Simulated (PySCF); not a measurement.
## Electronic structure of C₃H₈O₄Si (SMILES CO[SiH2]OCC(=O)O) in real space

Input

```
{"job": {"kind": "uv", "xc": "wB97X-D", "basis": "def2-SVPD", "nstates": 8, "ntriplets": 3}, "charge": 0, "multiplicity": 1}
C     -3.239083    -0.490358    -0.212372
O     -1.918581    -0.305315    -0.595296
Si    -0.671559    -0.123872     0.426301
O      0.441630     0.059578    -0.741000
C      1.788120     0.281556    -0.636341
C      2.286626     0.349598     0.784467
O      1.598444     0.207580     1.756570
O      3.596806     0.587894     0.846461
H     -3.833635    -0.676430    -1.107615
H     -3.337193    -1.340351     0.467814
H     -3.624938     0.397335     0.296163
H     -0.872346     1.065406     1.252153
H     -0.508209    -1.338613     1.222394
H      2.052507     1.228181    -1.129744
H      2.341066    -0.521593    -1.145337
H      3.892745     0.628350     1.771454
```

Launched as:

```sh
OMP_NUM_THREADS=1 python probes_run.py task.json out
```

Geometry: GFN2-xTB.

Method: wB97X-D/def2-SVPD, SCF density, gas phase in PySCF.

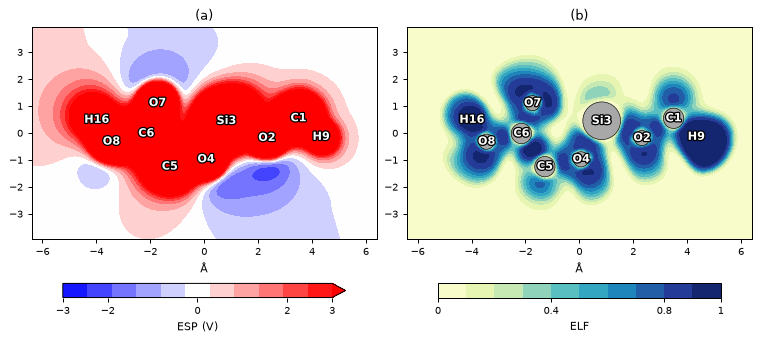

Figure 1. (a) electrostatic potential; (b) electron localisation function on the plane of atoms C5, C6 and O7. Grey discs cover the atomic cores in the ELF map.

**Describe what can be read from this map.**

- The section cuts through C, O, Si and H sites.
- C–O (1.20 Å): the ELF peaks at about 0.85 between the atoms: a multiple bond.
- C–C (1.51 Å): the ELF peaks at about 1 between the atoms; a shared electron pair.
- Si–O (1.62 Å): the ELF peaks at about 0.90 between the atoms (a polar covalent bond).
- O–H (0.97 Å): the ELF climbs to about 1 towards the hydrogen, as it does in any bond to H; an ordinary covalent bond to hydrogen.
- C–O (1.33 Å): the ELF peaks at about 0.90 between the atoms (a shared but strongly polarised pair).
- The ELF also peaks beside O4, O8, O2 and O7, away from the bonds: lone-pair regions.
- Outside the dense part of the molecule the potential is most negative (−2.2 V) near O2.

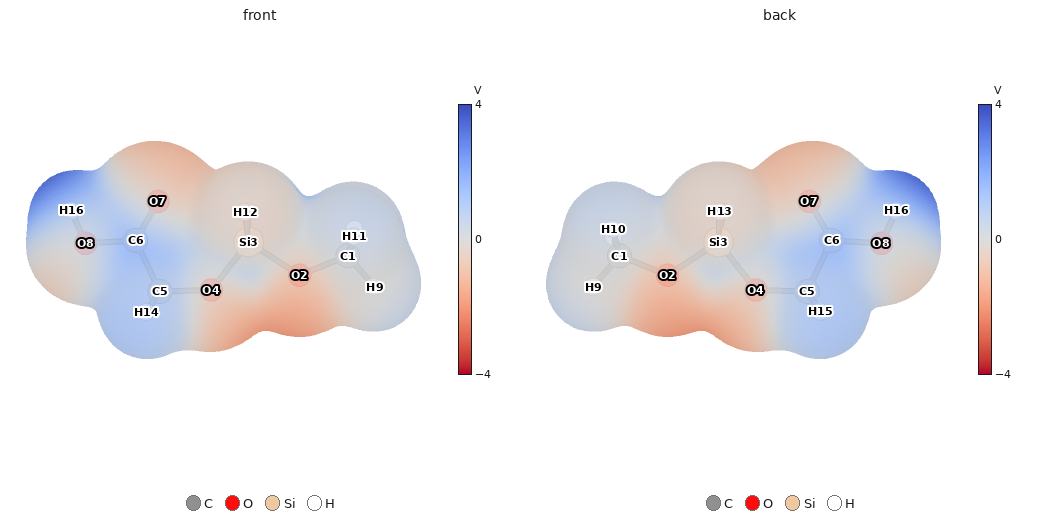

Figure 2. The electrostatic potential painted on the density surface at 0.002 e/bohr³, seen from the front and from behind; red is negative and blue positive.

**Where is the surface potential most negative and most positive?**

The most negative region (about −1.9 V) lies over O2, the most positive (about +3.2 V) over H16. O2 is the likeliest acceptor of a hydrogen bond.
